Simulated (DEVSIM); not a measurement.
Structure: abrupt Ge n-p junction, at 300 K.

| layer (left to right) | material | thickness (μm) | Nd (cm⁻³) | Na (cm⁻³) | τn (s) | τp (s) |
|---|---|---|---|---|---|---|
| 1 | Ge | 0.500 | 6e17 | - | 9e-5 | 9e-5 |
| 2 | Ge | 290 | - | 1.3e15 | 9e-5 | 9e-5 |

Left contact: ohmic. Right contact: ohmic. Voltage is applied to the left contact. Recombination: SRH at mid-gap, radiative. Mobility is μmin + (μ − μmin)/(1 + (N/Nref)^α).

Constants are typed, rounded textbook-type inputs, not results; the design itself was drawn at random and stands for no fabricated device. Values at 300 K.

| parameter | Ge |
|---|---|
| gap (eV) | 0.664 |
| affinity (eV) | 4 |
| permittivity | 16 |
| Nc (cm⁻³) | 1.04e19 |
| Nv (cm⁻³) | 6e18 |
| μn (cm²/Vs) | 3900 |
| μp (cm²/Vs) | 1900 |
| μn,min | 150 |
| μp,min | 100 |
| Nref,n | 2.6e17 |
| Nref,p | 4e17 |
| αn | 0.56 |
| αp | 0.6 |
| B (cm³/s) | 6.4e-14 |

Model (solved in DEVSIM): 1D drift-diffusion, Boltzmann statistics, complete ionisation; no tunnelling, impact ionisation, image-force lowering or self-heating.

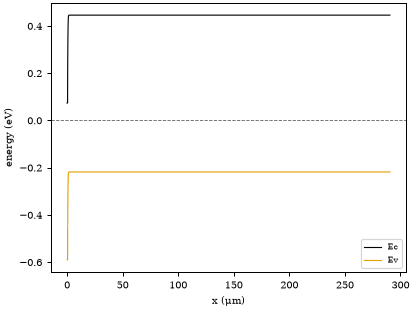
*Band edges at zero bias*

Energies count from the Fermi level of the right contact; mesh points crowd at the junctions.

```
x (μm)   Ec (eV)  Ev (eV)  n (cm⁻³)  p (cm⁻³)  field (V/cm)
-------  -------  -------  --------  --------  ------------
0.000      0.074   -0.590    6.0e17     7.3e8           ≈ 0
0.03785    0.074   -0.590    6.0e17     7.3e8           ≈ 0
0.1294     0.074   -0.590    6.0e17     7.3e8           ≈ 0
0.3280     0.074   -0.590    6.0e17     7.3e8           ≈ 0
0.4655     0.074   -0.590    6.0e17     7.3e8           200
0.5010     0.105   -0.559    1.8e17     2.4e9         34000
0.5426     0.179   -0.485    1.0e16    4.3e10         11000
0.7218     0.313   -0.351    5.7e13    7.7e12          5600
1.158      0.435   -0.229    5.0e11    8.7e14           750
2.292      0.446   -0.218    3.4e11    1.3e15           ≈ 0
5.314      0.446   -0.218    3.4e11    1.3e15           ≈ 0
18.34      0.446   -0.218    3.4e11    1.3e15           ≈ 0
48.04      0.446   -0.218    3.4e11    1.3e15           ≈ 0
127.2      0.446   -0.218    3.4e11    1.3e15           ≈ 0
246.1      0.446   -0.218    3.4e11    1.3e15           ≈ 0
273.9      0.446   -0.218    3.4e11    1.3e15           ≈ 0
284.3      0.446   -0.218    3.4e11    1.3e15           ≈ 0
288.2      0.446   -0.218    3.4e11    1.3e15           ≈ 0
289.9      0.446   -0.218    3.4e11    1.3e15           ≈ 0
290.3      0.446   -0.218    3.4e11    1.3e15           ≈ 0
290.4      0.446   -0.218    3.4e11    1.3e15           ≈ 0
290.5      0.446   -0.218    3.4e11    1.3e15           ≈ 0
```
